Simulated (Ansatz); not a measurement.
# UB3LYP/6-31G(d) (Cartesian functions) run of CH6AlOSi (SMILES [CH3][Al][O][SiH3])

What is the vertical doublet–quartet gap of CH6AlOSi at UB3LYP/6-31G* (Cartesian functions)? 

Program for the calculation: Ansatz 0.2.0.

105 further runs of the same task are left out: 105 set aside as unsound or not needed.

### 1 The structure to begin with

CH6AlOSi has 10 atoms, charge 0, and is taken as a doublet. As SMILES, `[CH3][Al][O][SiH3]`. The coordinates come from a PBE0-D4/def2-TZVP relaxation. This is one conformer, not always the lowest.

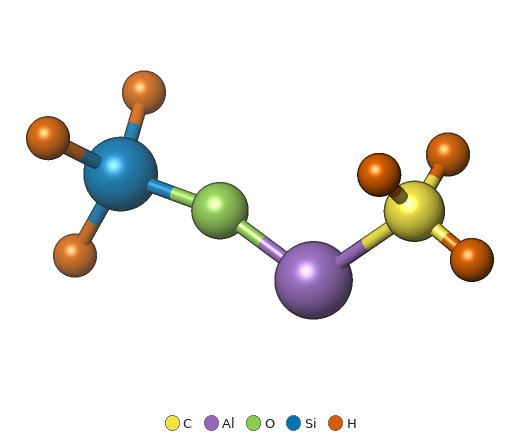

Viewed from a chosen angle; carbon yellow, aluminium purple, oxygen green, silicon blue, hydrogen orange.

### 2 The energy at UB3LYP/6-31G(d) (Cartesian functions)

Contents of in.yaml:

```yaml
crystal:
  periodic: [false, false, false]
  atoms:
    - symbol: C
      position_ang: [0.243800, 1.981800, -1.341400]
    - symbol: Al
      position_ang: [1.086500, 0.300600, -0.766100]
    - symbol: O
      position_ang: [0.194200, -0.660700, 0.309100]
    - symbol: Si
      position_ang: [-0.287900, -1.859400, 1.294000]
    - symbol: H
      position_ang: [-0.701000, 1.751800, -1.844500]
    - symbol: H
      position_ang: [0.014800, 2.586100, -0.457700]
    - symbol: H
      position_ang: [0.869800, 2.566000, -2.016900]
    - symbol: H
      position_ang: [0.686800, -2.984600, 1.283800]
    - symbol: H
      position_ang: [-1.611000, -2.377800, 0.854700]
    - symbol: H
      position_ang: [-0.413000, -1.355000, 2.687900]
basis:
  gaussian:
    orbitals: "6-31G*"
magnetization:
  spin_polarized: true
  initial_magnetization: 1
hamiltonian:
  xc: {name: B3LYP}
accuracy: high
output: {orbitals: {seedname: orbitals}}
```

Launch:

```
$ ansatz run in.yaml --threads 1 --pin off --max-ram 3480MiB --events-out events.jsonl --progress --plain --runs-dir runs
```

The program printed:

```text
Warning: RAYON_NUM_THREADS=1 ignored (pool sized by the plan → 1); use --threads N
Functional definition: B3LYP
  name "B3LYP"
  parameter a0 = 0.2
  parameter ax = 0.72
  parameter ac = 0.81
  exchange = (1 - a0 - ax)*slater_x + ax*b88_x + a0*exact_x
  correlation = (1 - ac)*vwn_rpa_c + ac*lyp_c
1770 factors; integrals over basis functions are off by at most 3.7e-9 eV
mean field evaluation 1: about -17647.0237 eV, gradient 5.2e1 eV
mean field evaluation 2: about -17610.2700 eV, gradient 1.0e2 eV
mean field evaluation 4: about -17657.6563 eV, gradient 7.2e0 eV
mean field evaluation 8: about -17658.0552 eV, gradient 2.7e-1 eV
mean field evaluation 16: about -17658.0557 eV, gradient 4.3e-5 eV
mean field -17658.05571157 eV, -648.9215783403 hartree, gradient 3.6e-8 eV, S^2 0.752297; 0 other end points of the search recorded, 0 dependent functions left out
reference -17658.05575656 eV, -648.9215799934 hartree; 24, 23 occupied and 56, 57 virtual orbitals, 1770 factors
Total energy: -17658.05575656 eV, -648.9215799934 hartree
```

Wall time 13 s (1 thread of Arm Neoverse V2, shared host); peak memory 0.4 GiB.

### 3 The quartet at the same level

Contents of molecule.yaml:

```yaml
crystal:
  periodic: [false, false, false]
  atoms:
    - {symbol: C, position_ang: [0.243800, 1.981800, -1.341400]}
    - {symbol: Al, position_ang: [1.086500, 0.300600, -0.766100]}
    - {symbol: O, position_ang: [0.194200, -0.660700, 0.309100]}
    - {symbol: Si, position_ang: [-0.287900, -1.859400, 1.294000]}
    - {symbol: H, position_ang: [-0.701000, 1.751800, -1.844500]}
    - {symbol: H, position_ang: [0.014800, 2.586100, -0.457700]}
    - {symbol: H, position_ang: [0.869800, 2.566000, -2.016900]}
    - {symbol: H, position_ang: [0.686800, -2.984600, 1.283800]}
    - {symbol: H, position_ang: [-1.611000, -2.377800, 0.854700]}
    - {symbol: H, position_ang: [-0.413000, -1.355000, 2.687900]}
basis:
  gaussian: {orbitals: "6-31G*"}
magnetization: {spin_polarized: true, initial_magnetization: 3}
hamiltonian: {xc: {name: B3LYP}}
accuracy: high
output: {orbitals: {seedname: orbitals}}
```

Launch:

```
$ ansatz run molecule.yaml --threads 1 --pin off --max-ram 3480MiB --events-out events.jsonl --progress --plain --runs-dir runs
```

The program printed, shortened:

```text
Warning: RAYON_NUM_THREADS=1 ignored (pool sized by the plan → 1); use --threads N
[... 7 set-up lines as earlier in the session ...]
1771 factors; integrals over basis functions are off by at most 3.6e-9 eV
mean field evaluation 1: about -17637.9027 eV, gradient 5.3e1 eV
mean field evaluation 2: about -17546.5159 eV, gradient 1.3e2 eV
mean field evaluation 4: about -17640.6788 eV, gradient 2.8e1 eV
mean field evaluation 8: about -17651.4802 eV, gradient 7.2e0 eV
mean field evaluation 16: about -17652.1157 eV, gradient 2.3e-1 eV
mean field evaluation 32: about -17652.1256 eV, gradient 6.7e-2 eV
mean field evaluation 64: about -17651.4661 eV, gradient 8.8e0 eV
mean field -17652.12572505 eV, -648.7036553551 hartree, gradient 2.8e-8 eV, S^2 3.754865; 6 other end points of the search recorded, 0 dependent functions left out
reference -17652.12577011 eV, -648.7036570108 hartree; 25, 22 occupied and 55, 58 virtual orbitals, 1771 factors
Total energy: -17652.12577011 eV, -648.7036570108 hartree
```

Wall time 41 s (1 thread of Arm Neoverse V2, shared host); peak memory 0.4 GiB.

### 4 What came out

Level: UB3LYP/6-31G* (Cartesian functions).

| quantity | value |
| --- | --- |
| doublet: total energy | -648.92158 Eh |
| doublet: HOMO energy (highest over α and β) | -5.05 eV |
| doublet: LUMO energy (lowest over α and β) | -2.38 eV |
| doublet: ⟨S²⟩ | 0.752 |
| quartet: total energy | -648.70366 Eh |
| quartet: HOMO energy (highest over α and β) | -2.54 eV |
| quartet: ⟨S²⟩ | 3.755 |
| vertical energy of the quartet above the doublet | 5.930 eV |

At this shape the quartet lies 5.93 eV (137 kcal/mol) above the doublet.
